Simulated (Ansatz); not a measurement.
# AlSiH5 (singlet): RPA-PBE over a scan of the distance Al1–H4 along a hydrogen transfer, cc-pVDZ

Aim: run AlSiH5 (singlet) with these functionals over a scan of the distance Al1–H4 along a hydrogen transfer, and hold them against the top wave-function level at the same points.

Method: cc-pVDZ, all electrons in the functionals, frozen cores in the correlation of double hybrids and RPA; program: Ansatz 0.2.0, Gaussian basis.

The runs, in order: RPA-PBE, at 1.475 Å; 1.586 Å; 1.639 Å; 1.693 Å; 1.746 Å; 1.800 Å; 1.853 Å; 1.907 Å; 1.960 Å.

8 further runs of the same task are left out: 1 for a mislabelled method, 7 that didn't finish.

### 1 The system

The geometry derives from fragments relaxed apart (PBE0/def2-TZVP) and kept rigid, so it is no stationary point. A hydrogen atom is moved between rigid fragments.

7 atoms, charge 0, spin multiplicity 1.

Atoms are counted from 1 here; the program's logs count them from 0.

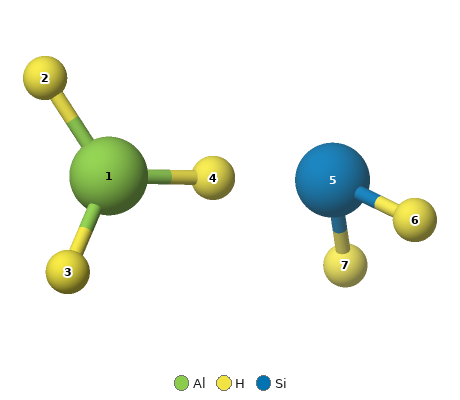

The structure; aluminium green, hydrogen yellow, silicon blue; atoms are numbered from 1 in the order of the file.

No dispersion term is added.

The geometry shown and the zero of energy belong to the point 1.586 Å. The yardstick, RCCSDT(Q), and other wave-function levels (R restricted, U unrestricted, valence and pair active spaces) come from earlier runs.

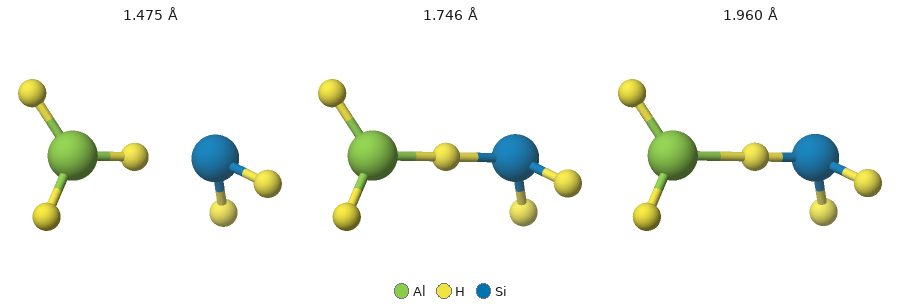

Three points of the scan; sticks are drawn by distance.

### 2 RPA-PBE, 1.475 Å

in.yaml

```yaml
crystal:
  periodic: [false, false, false]
  atoms:
    - {symbol: Al, position_ang: [-1.721388, 0.029322, 0.000000]}
    - {symbol: H, position_ang: [-2.514312, 1.402706, 0.000000]}
    - {symbol: H, position_ang: [-2.514312, -1.344062, 0.000000]}
    - {symbol: H, position_ang: [-0.246388, 0.029322, 0.000000]}
    - {symbol: Si, position_ang: [1.678612, 0.029322, 0.000000]}
    - {symbol: H, position_ang: [2.290792, -0.844962, 1.090012]}
    - {symbol: H, position_ang: [2.290792, -0.844962, -1.090012]}
basis:
  gaussian: {orbitals: cc-pVDZ}
hamiltonian: {xc: {name: PBE}}
correlation: {method: rpa, electrons: outside_noble_gas}
```

Command:

```sh
ansatz run in.yaml --threads 1 --pin off --events-out ev --progress --plain --max-ram 2393MiB
```

Standard output:

```text
Functional definition: PBE
  name "PBE"
  cite "Perdew, Burke & Ernzerhof, Phys. Rev. Lett. 77, 3865 (1996) doi:10.1103/PhysRevLett.77.3865"
  parent pbe
  parameter kappa = 0.804
  parameter beta = 0.06672455060314922
  exchange = pbe_x(kappa = kappa, mu = beta*pi^2/3)
  correlation = pbe_c(beta = beta)
580 factors; integrals over basis functions are off by at most 1.4e-3 eV
mean field evaluation 1: about -14542.5571 eV, gradient 1.7e1 eV
mean field evaluation 2: about -14542.5518 eV, gradient 1.7e1 eV
mean field evaluation 4: about -14543.9535 eV, gradient 2.1e0 eV
mean field evaluation 8: about -14543.9764 eV, gradient 5.2e-2 eV
mean field evaluation 16: about -14543.9764 eV, gradient 1.9e-6 eV
mean field -14543.97639460 eV, -534.4812742403 hartree, gradient 1.9e-6 eV, S^2 0.000000; 1 other end points of the search recorded, 0 dependent functions left out
10 core orbitals not correlated: weight in the atoms' cores, before any rotation towards them, 1.000 or more for the frozen orbitals, at most 0.000 for the correlated occupied ones
reference -14520.10193332 eV, -533.6039039709 hartree; 6, 6 occupied and 45, 45 virtual orbitals, 580 factors
Total energy: -14530.74482497 eV, -533.9950230252 hartree
```

Run time: 1.8 s. Hardware: 1 thread of Arm Neoverse V2, shared host.

### 3 RPA-PBE, 1.586 Å

in.yaml

```yaml
crystal:
  periodic: [false, false, false]
  atoms:
    - {symbol: Al, position_ang: [-1.723247, 0.029322, 0.000000]}
    - {symbol: H, position_ang: [-2.516171, 1.402706, 0.000000]}
    - {symbol: H, position_ang: [-2.516171, -1.344062, 0.000000]}
    - {symbol: H, position_ang: [-0.137400, 0.029322, 0.000000]}
    - {symbol: Si, position_ang: [1.676753, 0.029322, 0.000000]}
    - {symbol: H, position_ang: [2.288933, -0.844962, 1.090012]}
    - {symbol: H, position_ang: [2.288933, -0.844962, -1.090012]}
basis:
  gaussian: {orbitals: cc-pVDZ}
hamiltonian: {xc: {name: PBE}}
correlation: {method: rpa, electrons: outside_noble_gas}
```

The command is unchanged.

Standard output, shortened:

```text
Functional definition: PBE
  name "PBE"
  cite "Perdew, Burke & Ernzerhof, Phys. Rev. Lett. 77, 3865 (1996) doi:10.1103/PhysRevLett.77.3865"
  parent pbe
[...]
578 factors; integrals over basis functions are off by at most 1.4e-3 eV
[...]
mean field -14544.17705244 eV, -534.4886482799 hartree, gradient 3.4e-6 eV, S^2 0.000000; 3 other end points of the search recorded, 0 dependent functions left out
10 core orbitals not correlated: weight in the atoms' cores, before any rotation towards them, 1.000 or more for the frozen orbitals, at most 0.000 for the correlated occupied ones
reference -14520.17096620 eV, -533.6064408826 hartree; 6, 6 occupied and 45, 45 virtual orbitals, 578 factors
Total energy: -14530.87717234 eV, -533.9998867014 hartree
```

It took 2.9 s on 1 thread of Arm Neoverse V2, shared host.

### 4 RPA-PBE, 1.639 Å

in.yaml

```yaml
crystal:
  periodic: [false, false, false]
  atoms:
    - {symbol: Al, position_ang: [-1.724139, 0.029322, 0.000000]}
    - {symbol: H, position_ang: [-2.517062, 1.402706, 0.000000]}
    - {symbol: H, position_ang: [-2.517063, -1.344062, 0.000000]}
    - {symbol: H, position_ang: [-0.085139, 0.029322, 0.000000]}
    - {symbol: Si, position_ang: [1.675861, 0.029322, 0.000000]}
    - {symbol: H, position_ang: [2.288042, -0.844962, 1.090012]}
    - {symbol: H, position_ang: [2.288042, -0.844962, -1.090012]}
basis:
  gaussian: {orbitals: cc-pVDZ}
hamiltonian: {xc: {name: PBE}}
correlation: {method: rpa, electrons: outside_noble_gas}
```

Launched as before.

Standard output, shortened:

```text
Functional definition: PBE
  name "PBE"
  cite "Perdew, Burke & Ernzerhof, Phys. Rev. Lett. 77, 3865 (1996) doi:10.1103/PhysRevLett.77.3865"
  parent pbe
[...]
578 factors; integrals over basis functions are off by at most 1.4e-3 eV
[...]
mean field -14544.21531221 eV, -534.4900543006 hartree, gradient 4.2e-6 eV, S^2 0.000000; 3 other end points of the search recorded, 0 dependent functions left out
10 core orbitals not correlated: weight in the atoms' cores, before any rotation towards them, 1.000 or more for the frozen orbitals, at most 0.000 for the correlated occupied ones
reference -14520.14022569 eV, -533.6053111897 hartree; 6, 6 occupied and 45, 45 virtual orbitals, 578 factors
Total energy: -14530.88577651 eV, -534.0002028987 hartree
```

Wall time 3 s (1 thread of Arm Neoverse V2, shared host).

From 1.586 Å: -0.8 kJ/mol.

### 5 RPA-PBE, 1.693 Å

in.yaml

```yaml
crystal:
  periodic: [false, false, false]
  atoms:
    - {symbol: Al, position_ang: [-1.725044, 0.029322, 0.000000]}
    - {symbol: H, position_ang: [-2.517968, 1.402706, 0.000000]}
    - {symbol: H, position_ang: [-2.517968, -1.344062, 0.000000]}
    - {symbol: H, position_ang: [-0.032044, 0.029322, 0.000000]}
    - {symbol: Si, position_ang: [1.674956, 0.029322, 0.000000]}
    - {symbol: H, position_ang: [2.287136, -0.844962, 1.090012]}
    - {symbol: H, position_ang: [2.287136, -0.844962, -1.090012]}
basis:
  gaussian: {orbitals: cc-pVDZ}
magnetization: {spin_polarized: true, initial_magnetization: 0}
hamiltonian: {xc: {name: PBE}}
correlation: {method: rpa, electrons: outside_noble_gas}
```

The command is unchanged.

Standard output, shortened:

```text
Functional definition: PBE
  name "PBE"
  cite "Perdew, Burke & Ernzerhof, Phys. Rev. Lett. 77, 3865 (1996) doi:10.1103/PhysRevLett.77.3865"
  parent pbe
[...]
578 factors; integrals over basis functions are off by at most 1.3e-3 eV
[...]
mean field -14544.22285574 eV, -534.4903315200 hartree, gradient 5.0e-6 eV, S^2 0.000000; 13 other end points of the search recorded, 0 dependent functions left out
10 core orbitals not correlated: weight in the atoms' cores, before any rotation towards them, 1.000 or more for the frozen orbitals, at most 0.000 for the correlated occupied ones
reference -14520.07514990 eV, -533.6029196984 hartree; 6, 6 occupied and 45, 45 virtual orbitals, 578 factors
Total energy: -14530.86675232 eV, -533.9995037725 hartree
```

Run time: 13 s. Hardware: 1 thread of Arm Neoverse V2, shared host.

From the report: ⟨S²⟩ of the determinant 0.000 (pure singlet: 0.00).

From 1.586 Å: +1.0 kJ/mol.

### 6 RPA-PBE, 1.746 Å

in.yaml

```yaml
crystal:
  periodic: [false, false, false]
  atoms:
    - {symbol: Al, position_ang: [-1.725933, 0.029322, 0.000000]}
    - {symbol: H, position_ang: [-2.518856, 1.402706, 0.000000]}
    - {symbol: H, position_ang: [-2.518857, -1.344062, 0.000000]}
    - {symbol: H, position_ang: [0.020067, 0.029322, 0.000000]}
    - {symbol: Si, position_ang: [1.674067, 0.029322, 0.000000]}
    - {symbol: H, position_ang: [2.286247, -0.844962, 1.090012]}
    - {symbol: H, position_ang: [2.286247, -0.844962, -1.090012]}
basis:
  gaussian: {orbitals: cc-pVDZ}
magnetization: {spin_polarized: true, initial_magnetization: 0}
hamiltonian: {xc: {name: PBE}}
correlation: {method: rpa, electrons: outside_noble_gas}
```

Launched as before.

Standard output, shortened:

```text
Functional definition: PBE
  name "PBE"
  cite "Perdew, Burke & Ernzerhof, Phys. Rev. Lett. 77, 3865 (1996) doi:10.1103/PhysRevLett.77.3865"
  parent pbe
[...]
578 factors; integrals over basis functions are off by at most 1.2e-3 eV
[...]
mean field -14544.20181382 eV, -534.4895582440 hartree, gradient 2.7e-6 eV, S^2 0.000000; 13 other end points of the search recorded, 0 dependent functions left out
10 core orbitals not correlated: weight in the atoms' cores, before any rotation towards them, 1.000 or more for the frozen orbitals, at most 0.000 for the correlated occupied ones
reference -14519.98150880 eV, -533.5994784516 hartree; 6, 6 occupied and 45, 45 virtual orbitals, 578 factors
Total energy: -14530.82408586 eV, -533.9979358092 hartree
```

Run time: 13 s. Hardware: 1 thread of Arm Neoverse V2, shared host.

From the report: ⟨S²⟩ of the determinant 0.000 (pure singlet: 0.00).

From 1.586 Å: +5.1 kJ/mol.

### 7 RPA-PBE, 1.800 Å

in.yaml

```yaml
crystal:
  periodic: [false, false, false]
  atoms:
    - {symbol: Al, position_ang: [-1.726838, 0.029322, 0.000000]}
    - {symbol: H, position_ang: [-2.519762, 1.402706, 0.000000]}
    - {symbol: H, position_ang: [-2.519762, -1.344062, 0.000000]}
    - {symbol: H, position_ang: [0.073162, 0.029322, 0.000000]}
    - {symbol: Si, position_ang: [1.673162, 0.029322, 0.000000]}
    - {symbol: H, position_ang: [2.285342, -0.844962, 1.090012]}
    - {symbol: H, position_ang: [2.285342, -0.844962, -1.090012]}
basis:
  gaussian: {orbitals: cc-pVDZ}
magnetization: {spin_polarized: true, initial_magnetization: 0}
hamiltonian: {xc: {name: PBE}}
correlation: {method: rpa, electrons: outside_noble_gas}
```

Same command.

Standard output, shortened:

```text
Functional definition: PBE
  name "PBE"
  cite "Perdew, Burke & Ernzerhof, Phys. Rev. Lett. 77, 3865 (1996) doi:10.1103/PhysRevLett.77.3865"
  parent pbe
[...]
578 factors; integrals over basis functions are off by at most 1.2e-3 eV
[...]
mean field -14544.15132776 eV, -534.4877029152 hartree, gradient 1.9e-6 eV, S^2 0.000000; 10 other end points of the search recorded, 0 dependent functions left out
10 core orbitals not correlated: weight in the atoms' cores, before any rotation towards them, 1.000 or more for the frozen orbitals, at most 0.000 for the correlated occupied ones
reference -14519.85697871 eV, -533.5949020552 hartree; 6, 6 occupied and 45, 45 virtual orbitals, 578 factors
Total energy: -14530.75691536 eV, -533.9954673387 hartree
```

It took 12 s on 1 thread of Arm Neoverse V2, shared host.

From the report: ⟨S²⟩ of the determinant 0.000 (pure singlet: 0.00).

From 1.586 Å: +11.6 kJ/mol.

### 8 RPA-PBE, 1.853 Å

in.yaml

```yaml
crystal:
  periodic: [false, false, false]
  atoms:
    - {symbol: Al, position_ang: [-1.727727, 0.029322, 0.000000]}
    - {symbol: H, position_ang: [-2.520651, 1.402706, 0.000000]}
    - {symbol: H, position_ang: [-2.520651, -1.344062, 0.000000]}
    - {symbol: H, position_ang: [0.125273, 0.029322, 0.000000]}
    - {symbol: Si, position_ang: [1.672273, 0.029322, 0.000000]}
    - {symbol: H, position_ang: [2.284453, -0.844962, 1.090012]}
    - {symbol: H, position_ang: [2.284453, -0.844962, -1.090012]}
basis:
  gaussian: {orbitals: cc-pVDZ}
magnetization: {spin_polarized: true, initial_magnetization: 0}
hamiltonian: {xc: {name: PBE}}
correlation: {method: rpa, electrons: outside_noble_gas}
```

The command is unchanged.

Standard output, shortened:

```text
Functional definition: PBE
  name "PBE"
  cite "Perdew, Burke & Ernzerhof, Phys. Rev. Lett. 77, 3865 (1996) doi:10.1103/PhysRevLett.77.3865"
  parent pbe
[...]
578 factors; integrals over basis functions are off by at most 1.2e-3 eV
[...]
mean field -14544.07079611 eV, -534.4847434319 hartree, gradient 3.5e-6 eV, S^2 0.000000; 12 other end points of the search recorded, 0 dependent functions left out
10 core orbitals not correlated: weight in the atoms' cores, before any rotation towards them, 1.000 or more for the frozen orbitals, at most 0.000 for the correlated occupied ones
reference -14519.70495849 eV, -533.5893154150 hartree; 6, 6 occupied and 45, 45 virtual orbitals, 578 factors
Total energy: -14530.66579462 eV, -533.9921187132 hartree
```

It took 13 s on 1 thread of Arm Neoverse V2, shared host.

From the report: ⟨S²⟩ of the determinant 0.000 (pure singlet: 0.00).

From 1.586 Å: +20.4 kJ/mol.

### 9 RPA-PBE, 1.907 Å

in.yaml

```yaml
crystal:
  periodic: [false, false, false]
  atoms:
    - {symbol: Al, position_ang: [-1.728633, 0.029322, 0.000000]}
    - {symbol: H, position_ang: [-2.521556, 1.402706, 0.000000]}
    - {symbol: H, position_ang: [-2.521557, -1.344062, 0.000000]}
    - {symbol: H, position_ang: [0.178367, 0.029322, 0.000000]}
    - {symbol: Si, position_ang: [1.671367, 0.029322, 0.000000]}
    - {symbol: H, position_ang: [2.283548, -0.844962, 1.090012]}
    - {symbol: H, position_ang: [2.283548, -0.844962, -1.090012]}
basis:
  gaussian: {orbitals: cc-pVDZ}
magnetization: {spin_polarized: true, initial_magnetization: 0}
hamiltonian: {xc: {name: PBE}}
correlation: {method: rpa, electrons: outside_noble_gas}
```

Same command.

Standard output, shortened:

```text
Functional definition: PBE
  name "PBE"
  cite "Perdew, Burke & Ernzerhof, Phys. Rev. Lett. 77, 3865 (1996) doi:10.1103/PhysRevLett.77.3865"
  parent pbe
[...]
577 factors; integrals over basis functions are off by at most 1.2e-3 eV
[...]
mean field -14543.95201098 eV, -534.4803781588 hartree, gradient 2.8e-6 eV, S^2 0.000000; 12 other end points of the search recorded, 0 dependent functions left out
10 core orbitals not correlated: weight in the atoms' cores, before any rotation towards them, 1.000 or more for the frozen orbitals, at most 0.000 for the correlated occupied ones
reference -14519.51574854 eV, -533.5823620776 hartree; 6, 6 occupied and 45, 45 virtual orbitals, 577 factors
Total energy: -14530.54235708 eV, -533.9875824673 hartree
```

Run time: 14 s. Hardware: 1 thread of Arm Neoverse V2, shared host.

From the report: ⟨S²⟩ of the determinant 0.000 (pure singlet: 0.00).

From 1.586 Å: +32.3 kJ/mol.

### 10 RPA-PBE, 1.960 Å

in.yaml

```yaml
crystal:
  periodic: [false, false, false]
  atoms:
    - {symbol: Al, position_ang: [-1.729522, 0.029322, 0.000000]}
    - {symbol: H, position_ang: [-2.522445, 1.402706, 0.000000]}
    - {symbol: H, position_ang: [-2.522445, -1.344062, 0.000000]}
    - {symbol: H, position_ang: [0.230478, 0.029322, 0.000000]}
    - {symbol: Si, position_ang: [1.670478, 0.029322, 0.000000]}
    - {symbol: H, position_ang: [2.282659, -0.844962, 1.090012]}
    - {symbol: H, position_ang: [2.282659, -0.844962, -1.090012]}
basis:
  gaussian: {orbitals: cc-pVDZ}
magnetization: {spin_polarized: true, initial_magnetization: 0}
hamiltonian: {xc: {name: PBE}}
correlation: {method: rpa, electrons: outside_noble_gas}
```

Same command.

Standard output, shortened:

```text
Functional definition: PBE
  name "PBE"
  cite "Perdew, Burke & Ernzerhof, Phys. Rev. Lett. 77, 3865 (1996) doi:10.1103/PhysRevLett.77.3865"
  parent pbe
[...]
577 factors; integrals over basis functions are off by at most 1.3e-3 eV
[...]
mean field -14543.79157412 eV, -534.4744822128 hartree, gradient 7.1e-6 eV, S^2 0.000000; 14 other end points of the search recorded, 0 dependent functions left out
10 core orbitals not correlated: weight in the atoms' cores, before any rotation towards them, 1.000 or more for the frozen orbitals, at most 0.000 for the correlated occupied ones
reference -14519.28952182 eV, -533.5740483989 hartree; 6, 6 occupied and 45, 45 virtual orbitals, 577 factors
Total energy: -14530.38327897 eV, -533.9817364546 hartree
```

It took 17 s on 1 thread of Arm Neoverse V2, shared host.

From the report: ⟨S²⟩ of the determinant 0.000 (pure singlet: 0.00).

From 1.586 Å: +47.7 kJ/mol.

### 11 Against the wave-function levels

The yardstick is RCCSDT(Q), where the cluster series has nearly closed. It comes from earlier runs at the same points. Energies in kJ/mol, counted from 1.586 Å; blanks weren't run or aren't comparable.

```
    level  1.475 Å  1.586 Å  1.639 Å  1.693 Å  1.746 Å  1.800 Å  1.853 Å  1.907 Å  1.960 Å
RCCSDT(Q)     12.8      0.0     -0.5                                23.9     36.9     53.0
  RPA-PBE     12.8      0.0     -0.8      1.0      5.1     11.6     20.4     32.3     47.7
```

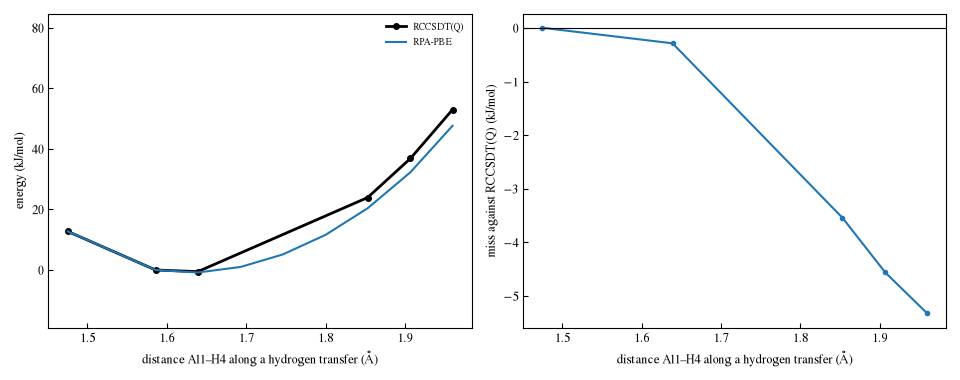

Left: the curves (the axis may cut off levels that run far away). Right: misses against RCCSDT(Q), in the same colours.

Largest miss and mean time a point (RCCSDT(Q) took 17 s a point; shared hosts):

```
  level  largest miss (kJ/mol)    where  time a point
RPA-PBE                   -5.3  1.960 Å         9.9 s
```

### 12 What came out

| quantity | value |
| --- | --- |
| span of the RCCSDT(Q) curve (points where it is known) | 53.5 kJ/mol |
| largest miss, RPA-PBE | -5.3 kJ/mol (1.960 Å) |

**Reading.** Misses are known at 5 of 8 points at best, and only functionals with that many are ranked. RPA-PBE strays by up to 5.3 kJ/mol, at 1.960 Å. Functionals and the yardstick converge differently with the basis, so part of each miss in cc-pVDZ is the basis.
